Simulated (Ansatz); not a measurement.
# Dielectric function and optical constants of AlRu

What colour and refractive index does AlRu have at this level of theory?

Main program and level: Ansatz 0.2.0; DFT, LDA, plane-wave PAW, default files, scalar-relativistic, independent-particle optical response without local fields.

## 1. Set-up

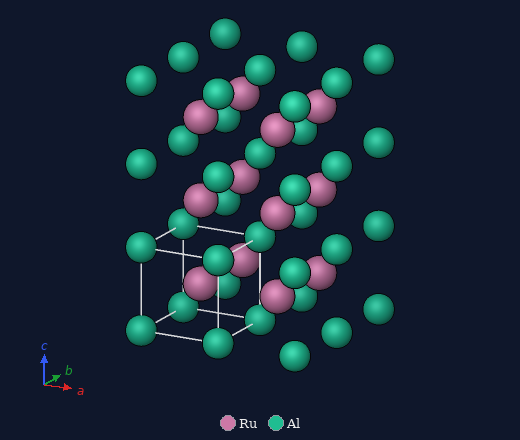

The cell as given, from a free direction (ruthenium pink, aluminium teal). 2×2×3 cells are drawn. Some periodic images of atoms are drawn too.

## 2. Ground state and bands

The self-consistent density comes first; it also tells whether there is a gap, which decides the occupations and the need for a Drude term.

This step: DFT, LDA, plane-wave PAW, default files, scalar-relativistic, ground state (Ansatz 0.2.0).

File input.yaml:

```yaml
crystal:
  lattice:
    - [2.9916, 0.0, 0.0]
    - [0.0, 2.9916, 0.0]
    - [0.0, 0.0, 2.9916]
  atoms:
    - { symbol: Ru, position: [0.5, 0.5, 0.5] }
    - { symbol: Al, position: [0.0, 0.0, 0.0] }
kpoints:
  mp_grid: { grid: [8, 8, 8] }
  band_path:
    path:
      - [[0.0, 0.0, 0.0], [0.0, 0.5, 0.0], [0.5, 0.5, 0.0], [0.0, 0.0, 0.0], [0.5, 0.5, 0.5], [0.0, 0.5, 0.0]]
      - [[0.5, 0.5, 0.0], [0.5, 0.5, 0.5]]
    npoints: 8
scf:
  occupations: { method: fermi_dirac, width: 0.05 }
  n_extra_bands: 6
hamiltonian:
  xc: lda
  pseudopotentials: { kind: paw }
output:
  forces: true
  stress: true
  populations: true
  write_bands: true
```

The run is started by

```
> ansatz run input.yaml --threads 4 --pin off --max-ram 8192MiB --backend cpu --events-out ev --progress --plain --runs-dir out
```

Numbers of over 12 decimals in the logs are rounded to 6 here.

What it wrote:

```text
scf.n_extra_bands = 6 over 10 filled bands (N_el = 19.0): the run solves 16 bands
Engine: ansatz 0.2.0, x86_64-unknown-linux-gnu
Pseudopotentials: kind: paw
Pseudopotential: Ru, paw, valence charge 16, recommended cutoff 420 eV (normal), Ru.paw.azcp
Pseudopotential: Al, paw, valence charge 3, recommended cutoff 420 eV (normal), Al.paw.azcp
Functional definition: SPW92
  exchange = slater_x
  correlation = pw_c
Crystal: 2 atoms, lattice volume = 26.774 Å³
Basis set: ecut = 420 eV, 485 PW (Γ)
Bands: 16, of which v1, the nominal top of the filled ones, is band 10 counted from 1 (9 counted from 0)
Symmetry: 48 space group operations
Space group: Pm-3m (ITA 221), of the structure as read, at distance tolerance 3.0e-5 Å
k-points: 35 of 512
Non-local potential: Ru, projectors of the file, l = 0: 3, l = 1: 2, l = 2: 2, l = 3: 1
Non-local potential: Al, projectors of the file, l = 0: 2, l = 1: 2, l = 2: 1
PAW form: soft (Blöchl's): semilocal exchange-correlation on the pseudo side does not see the compensation charge
PAW frozen core: Ru, regenerated for the run's functional, and the local potential with it (the file was generated under x = pbe(κ = 0.804, μ = 0.219515), c = pbe(β = 0.066725))
PAW frozen core: Al, regenerated for the run's functional, and the local potential with it (the file was generated under x = pbe(κ = 0.804, μ = 0.219515), c = pbe(β = 0.066725))
PAW one-centre angular grid: Ru, 590 points (default); XC on 64 Gauss nodes
PAW one-centre angular grid: Al, 110 points (default); XC on 64 Gauss nodes
Initial density: superposition of atomic densities (neutral atoms: chi_scale 0, normalization atom), corrected by the library's trained network
Initial wavefunctions: pseudopotential atomic-orbital guess
Functional: x = slater, c = lda
SCF iter   1: F=—  HF=-6272.408750 eV  |F-HF|=—  |Δ(HF+E_count)|=         —  Δρ=6.97e-3  dr2=1.28e-2  ethr=1.77e-3  ⟨swp⟩=5.3  Hψ=3109  notcnv=0  defer=9
preconditioner: auto → none  [metal: Δε(μ)=0.044 eV  Ē_g=10.917 eV  σ=0.050 eV  W_gap=0.22  n_scr=6 (ndim 8)  ℏωp=23.8 eV  f_vac=0.000  D(μ)=2.59/eV (n_scr^D=26)  sad-step TF]
SCF iter   2: F=—  HF=-6272.407291 eV  |F-HF|=—  |Δ(HF+E_count)|=   1.46e-3  Δρ=4.19e-3  dr2=5.47e-3  ethr=6.72e-5  ⟨swp⟩=1.7  Hψ=873  notcnv=0  defer=16
SCF iter   3: F=—  HF=-6272.406189 eV  |F-HF|=—  |Δ(HF+E_count)|=   1.10e-3  Δρ=4.94e-4  dr2=7.20e-5  ethr=2.88e-5  ⟨swp⟩=1.8  Hψ=652  notcnv=0  defer=16
SCF iter   4: F=—  HF=-6272.406176 eV  |F-HF|=—  |Δ(HF+E_count)|=   1.22e-5  Δρ=1.26e-4  dr2=2.44e-6  ethr=3.79e-7  ⟨swp⟩=2.1  Hψ=658  notcnv=0  defer=16
iter 5 did not close the SCF: its close was put off for the readings that it lacked (scf_convergence_deferred on its scf_iter line)
SCF iter   5: F=-6272.406176 eV  HF=-6272.406176 eV  |F-HF|=3.92e-9  |Δ(HF+E_count)|=   1.85e-7  Δρ=1.14e-5  dr2=9.33e-9  ethr=1.29e-8  ⟨swp⟩=2.4  Hψ=789  notcnv=0  defer=16
SCF iter   6: F=-6272.406176 eV  HF=-6272.406176 eV  |F-HF|=4.09e-11  |Δ(HF+E_count)|=  2.55e-10  Δρ=2.69e-6  dr2=3.39e-10  ethr=4.91e-11  ⟨swp⟩=5.2  Hψ=2106  notcnv=0
SCF 1 converged in 6 iterations: F = -6272.406176 eV  dr2 = 3.39e-10
  greatest PAW one-centre occupation: 1.000 electrons in one spin orbital (limit 2), on the Ru atom at site 0 (counted from 0), in its partial waves of l = 0
NSCF: frozen V_eff on 50 k-points
SCF converged after 6 iterations
Free energy (F): -6272.406176 eV
Harris-Foulkes:  -6272.406176 eV  (|F-HF|=4.09e-11)
Internal energy: -6272.386636 eV  (E = F + TS)
E sigma→0 (E₀):  -6272.396406 eV
Entropy (-TS):   -0.019540 eV (-9.770 meV/atom)
Fermi energy:    15.891004 eV
--- Per-component energies (eV) ---
  E_band       = -124.095620
  E_kinetic    = 543.362296
  E_local      = -1804.382873  (includes V_loc(G=0)·N_el)
  E_nonlocal   = 360.760359
  E_hartree    = 638.503148
  E_xc         = -230.630099
  E_vxc        = -270.477239  (∫ρ·V_xc dr)
  E_paw        = -3785.802870  (= ΣΔE_a)
  E_vpaw       = -230.364748  (= ΣTr[D̂ρ^β])
  E_aug_tail   = -0.000222  (compensation charges beyond the density's cutoff)
  E_ewald      = -1994.823776
  E_core_change = 0.627401  (= ΣΔE_core)
  E_smearing   = -0.019540  (= −TS)
  E_closure    = -0.000000  (closes the sum)
  Σ components = -6272.406176   (vs F -6272.406176, Δ=0.00e0)
--- Forces (eV/Å), atoms counted from 1 ---
  atom   1  Ru     0.00000000    -0.00000000     0.00000000
  atom   2  Al    -0.00000000     0.00000000     0.00000000
  max |Σ_I F_I| component: 2.43e-29 eV/Å
--- Stress (GPa, compression-positive) ---
       -7.778694      -0.000000       0.000000
        0.000000      -7.778694       0.000000
        0.000000      -0.000000      -7.778694
  P = ⅓ Tr σ = -7.7787 GPa (-77.787 kbar)
--- Band table (eV; the first three rows and the last of 35) ---
  k-point 0: bands = [... 6 lower, 12.2523, 16.0373, 16.0373, 16.0373, 21.8545, 21.8545, 21.8545, 26.8198, ... 2 higher]
  k-point 1: bands = [... 6 lower, 12.3547, 15.6868, 15.6868, 16.0738, 20.6314, 22.4299, 22.4299, 26.1873, ... 2 higher]
  k-point 2: bands = [... 6 lower, 12.6190, 15.0010, 15.0010, 16.1637, 18.9052, 23.7938, 23.7938, 24.8774, ... 2 higher]
  k-point 34: bands = [... 6 lower, 11.2254, 17.4532, 17.4532, 18.3077, 19.9456, 19.9456, 19.9456, 24.4130, ... 2 higher]
--- Löwdin populations: 2 sites ---
  site symbol       q [e]
     0     Ru     16.0267
     1     Al      2.8790
  spilling = 0.004965 (of n_electrons = 19.000000)
```

The job ended after 1 s (4 threads of Intel Xeon at 2.70GHz, shared host; peak memory 0.31 GiB; 2.4 s of CPU time).

In the SCF lines HF is the Harris–Foulkes energy and dr2 the Hartree energy of the density residual, in eV; the loop may stop once dr2 is under the threshold and the program's other checks hold. Hψ counts applications of the Hamiltonian.

Numbers from this step:

* free energy: -6272.4062 eV
* Fermi energy: 15.89 eV
* electrons: 19
* symmetry operations: 48
* pressure: -7.779 GPa
* volume: 26.77 Å³
* gap on the path: 0 eV

There are states at the Fermi level within the smearing, so the occupations stay smeared and the carriers get a Drude term. The cell is left with a pressure of -7.8 GPa, as it stands unrelaxed at this level.

Electronic bands along the path, in eV, zero at the Fermi level; # counts the bands kept:

```
    point     #2     #3     #4     #5     #6    #7    #8     #9
        Γ  -3.64  -3.64   0.15   0.15   0.15  5.96  5.96   5.96
        X  -5.53  -2.85  -1.65  -1.65   0.40  2.22  7.41  10.87
        M  -3.15  -1.40  -1.40  -1.21  -1.21  1.47  5.18   6.17
        Γ  -3.64  -3.64   0.15   0.15   0.15  5.96  5.96   5.96
        R  -4.67  -4.67   1.56   1.56   2.42  4.05  4.05   4.05
        X  -5.53  -2.85  -1.65  -1.65   0.40  2.22  7.41  10.87
jump to M  -3.15  -1.40  -1.40  -1.21  -1.21  1.47  5.18   6.17
        R  -4.67  -4.67   1.56   1.56   2.42  4.05  4.05   4.05
```

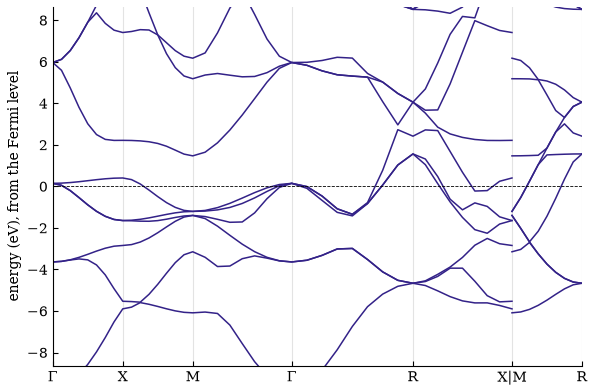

Electronic bands along the path.

## 3. Spectrum

With the density converged, the vertical transitions are summed over the zone.

This step: DFT, LDA, plane-wave PAW, default files, scalar-relativistic, independent-particle optical response without local fields (Ansatz 0.2.0).

input.yaml, the sections that differ from step 2:

```yaml
kpoints:
  mp_grid: { grid: [11, 11, 11] }
scf:
  occupations: { method: fermi_dirac, width: 0.05 }
output:
  optics:
    e_range: [0, 14]
    de: 0.05
    sigma: 0.1
    drude_damping: 0.05
    nscf_kmesh: { grid: [14, 14, 14] }
    bands: { spectra_wanted_up_to: 14 }
# crystal, hamiltonian: as in step 2
```

What it wrote:

```text
[...]
Crystal: 2 atoms, lattice volume = 26.774 Å³
Basis set: ecut = 420 eV, 485 PW (Γ)
Bands: 14, of which v1, the nominal top of the filled ones, is band 10 counted from 1 (9 counted from 0)
[... 1 set-up line as in the run before ...]
[...]
k-points: 56 of 1331
[...]
SCF iter   1: F=—  HF=-6272.438799 eV  |F-HF|=—  |Δ(HF+E_count)|=         —  Δρ=8.77e-3  dr2=1.98e-2  ethr=1.77e-3  ⟨swp⟩=5.1  Hψ=4351  notcnv=0
[...]
SCF iter   7: F=-6272.434556 eV  HF=-6272.434556 eV  |F-HF|=0.00e0  |Δ(HF+E_count)|=  6.82e-11  Δρ=1.98e-7  dr2=1.59e-12  ethr=1.00e-12  ⟨swp⟩=3.3  Hψ=2071  notcnv=0
SCF 1 converged in 7 iterations: F = -6272.434556 eV  dr2 = 1.59e-12
[...]
NSCF: frozen V_eff on 120 k-points
output.optics: what the bands over the 22 summed would add to eps1, eps2 and the energy-loss function is held between a lower and an upper bound (7 Lanczos steps). eps1, eps2 and their loss function (loss_summed_bands) are given on every row as the summed bands alone make them. Along an axis, on a row where the two bounds hold the loss function to about 1 % of the greater of itself and 0.5 % of |1/eps|, its cell (loss_completed) is given, with the completed eps1 and eps2 that it is formed of (a cell that is left empty reads nan in the table and null in the record). The two bounds hold it so along every axis on all 280 rows up to 14.000 eV. [rest of the remark cut]
SCF converged after 7 iterations
Free energy (F): -6272.434556 eV
[...]
Internal energy: -6272.420039 eV  (E = F + TS)
E sigma→0 (E₀):  -6272.427297 eV
Entropy (-TS):   -0.014517 eV (-7.258 meV/atom)
Fermi energy:    15.821688 eV
[...]
--- Band table (eV; the first three rows and the last of 56) ---
  k-point 0: bands = [... 6 lower, 12.2398, 16.0108, 16.0108, 16.0108, 21.8551, 21.8551, 21.8551, 26.8171]
  k-point 1: bands = [... 6 lower, 12.2948, 15.8152, 15.8152, 16.0305, 21.1247, 22.1696, 22.1696, 26.4660]
  k-point 2: bands = [... 6 lower, 12.4476, 15.3584, 15.3584, 16.0839, 19.7738, 22.9846, 22.9846, 25.6170]
  k-point 55: bands = [... 6 lower, 11.2894, 17.1247, 17.1247, 18.5504, 19.2181, 20.1909, 20.1909, 24.5228]
```

Run time: 11 s. Hardware: 4 threads; peak memory 0.88 GiB; 37 s of CPU time.

Numbers from this step:

| Quantity | Value |
| --- | --- |
| main peak of the optical conductivity above 1 eV, first axis | 9.081 eV |
| Drude plasma energy, first axis | 7.767 eV |
| bands summed | 22 |
| spectra valid up to | 20.78 eV |
| program's estimate of the k-sum error in Im epsilon | 0.17 % |
| electrons in the f-sum | 12.32 |

The Im ε, any direction has structure finer than the step of the table below, so its rows give means over 1 eV, whole bins alone (the curve runs from 0.3 to 14 eV). Peaks (eV: height): 2.8: 12.4, 3.8: 12.9, 6.6: 11.3, 9.1: 10.6.

The Im ε, any direction by photon energy; means over each step:

| photon energy (eV) | Im ε, any direction |
| --- | --- |
| 1 | 8.72 |
| 2 | 4.57 |
| 3 | 11.4 |
| 4 | 10.7 |
| 5 | 4.41 |
| 6 | 5.12 |
| 7 | 8.02 |
| 8 | 8.96 |
| 9 | 9.91 |
| 10 | 6.47 |
| 11 | 4.17 |
| 12 | 2.66 |
| 13 | 1.79 |

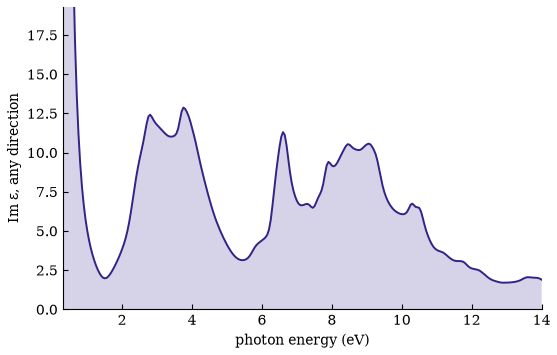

Im ε, any direction, plotted against photon energy. Below 1 eV the curve runs off the scale.

The Re ε, any direction by photon energy:

```csv
photon energy (eV),"Re ε, any direction"
1,-53.5
2,-0.661
3,2.48
4,-1.40
5,-0.299
6,5.04
7,1.49
8,2.69
9,-1.11
10,-2.79
11,-3.77
12,-2.83
13,-1.75
14,-1.62
```

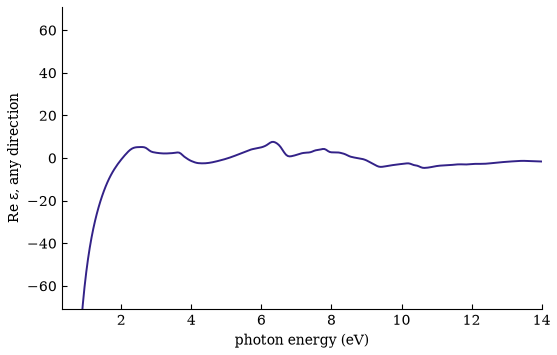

Re ε, any direction, plotted against photon energy. Below 1 eV the curve runs off the scale.

The loss function −Im 1/ε at q → 0, any direction has structure finer than the step of the table below, so its rows give means over 0.5 eV, whole bins alone (the curve runs from 0.3 to 14 eV). Peaks (eV: height): 2.00: 0.252, 5.20: 0.275, 7.05: 0.139, 13.40: 0.354.

Loss function −Im 1/ε at q → 0, any direction against energy loss; means over each step:

| energy loss (eV) | loss function −Im 1/ε at q → 0, any direction |
| --- | --- |
| 1.0 | 0.00186 |
| 1.5 | 0.0137 |
| 2.0 | 0.169 |
| 2.5 | 0.0845 |
| 3.0 | 0.0807 |
| 3.5 | 0.0840 |
| 4.0 | 0.0865 |
| 4.5 | 0.133 |
| 5.0 | 0.237 |
| 5.5 | 0.187 |
| 6.0 | 0.0959 |
| 6.5 | 0.0758 |
| 7.0 | 0.130 |
| 7.5 | 0.118 |
| 8.0 | 0.0974 |
| 8.5 | 0.0956 |
| 9.0 | 0.0944 |
| 9.5 | 0.105 |
| 10.0 | 0.133 |
| 10.5 | 0.115 |
| 11.0 | 0.131 |
| 11.5 | 0.159 |
| 12.0 | 0.175 |
| 12.5 | 0.198 |
| 13.0 | 0.284 |
| 13.5 | 0.340 |

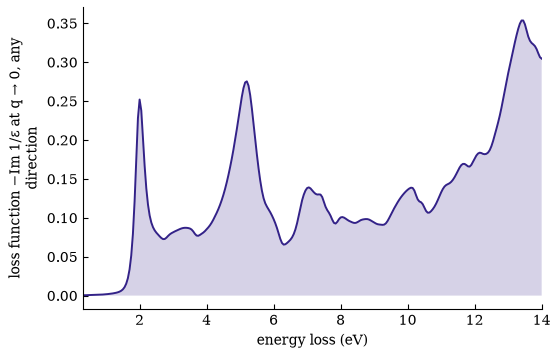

Loss function −Im 1/ε at q → 0, any direction, plotted against energy loss.

The refractive index n and extinction k by photon energy:

| photon energy (eV) | n | k |
| --- | --- | --- |
| 1 | 0.344 | 7.32 |
| 2 | 1.27 | 1.51 |
| 3 | 2.69 | 2.18 |
| 4 | 2.26 | 2.55 |
| 5 | 1.38 | 1.49 |
| 6 | 2.42 | 0.909 |
| 7 | 2.07 | 1.67 |
| 8 | 2.47 | 1.85 |
| 9 | 2.18 | 2.42 |
| 10 | 1.40 | 2.18 |
| 11 | 0.888 | 2.13 |
| 12 | 0.715 | 1.83 |
| 13 | 0.589 | 1.45 |
| 14 | 0.660 | 1.43 |

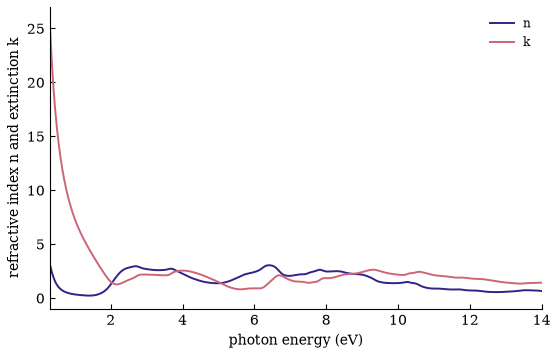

Refractive index n and extinction k against photon energy.

Values under 1 per cm are given as 1. The absorption coefficient, any direction by photon energy:

| photon energy (eV) | absorption coefficient, any direction (1/cm) |
| --- | --- |
| 1.00 | 7.4e5 |
| 2.00 | 3.1e5 |
| 3.00 | 6.6e5 |
| 4.00 | 1.0e6 |
| 5.00 | 7.5e5 |
| 6.00 | 5.5e5 |
| 7.00 | 1.2e6 |
| 8.00 | 1.5e6 |
| 9.00 | 2.2e6 |
| 10.00 | 2.2e6 |
| 11.00 | 2.4e6 |
| 12.00 | 2.2e6 |
| 13.00 | 1.9e6 |
| 14.00 | 2.0e6 |

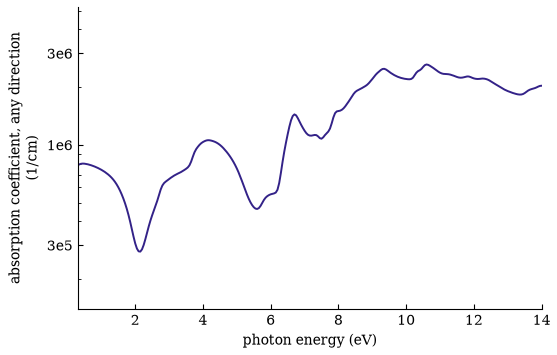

Absorption coefficient, any direction against photon energy.

At chosen wavelengths:

```csv
wavelength (nm),n,k,R (%),1/α
1550,0.49,9.518,97.9,13 nm
1064,0.28,6.011,97.0,14 nm
800,0.27,3.681,92.8,17 nm
633,1.10,1.653,38.6,30 nm
532,2.58,1.435,30.6,29 nm
365,2.60,2.121,40.4,14 nm
308,2.22,2.552,47.4,9.6 nm
```

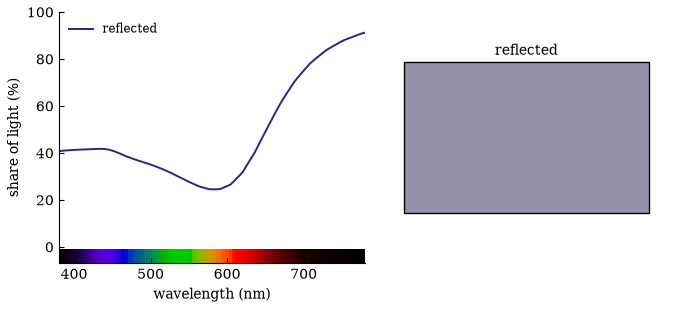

Light reflected across the visible range, with the colour that it makes of daylight (sRGB).

A polished face would reflect 30 % of daylight and look violet (CIE x = 0.294, y = 0.288 under D65).

## 4. Results

* gap on the path: 0 eV
* main peak of the optical conductivity above 1 eV, first axis: 9.08 eV
* Drude plasma energy, first axis: 7.77 eV

**Reading.** At this level (LDA, independent particles) AlRu is a metal with a Drude plasma energy of 7.8 eV; it reflects 28 % at 550 nm. Along x the bare Drude plasma energy is 7.8 eV; Re ε first rises through zero at 2.03 eV, far lower, because interband transitions screen the carriers. Im ε is 4.1 there, so the loss peak at that energy is weak. A polished face would reflect 30 % of daylight and look violet (CIE x = 0.294, y = 0.288 under D65). In the base run ε includes the program's bounded estimate of what the bands above those summed add. The carriers' damping of 0.05 eV is typed, not computed; at 0.8 eV the carriers give 63 % of Im ε along the first axis; the rest comes from the sum over bands, which at low energy also holds close bands and the noise of the mesh. The Fermi-Dirac width of 0.05 eV acts as an electron temperature of 580 K in the carriers' term.

[Logs are printed without paths, hosts, clocks, repeated set-up lines and the standing remarks that a program may print on its own settings, such as how far it seeks lower states.]

[Hosts, paths, dates, database ids (printed as entryN), source tags and the programs' standing remarks are cut or masked in the printed files.]
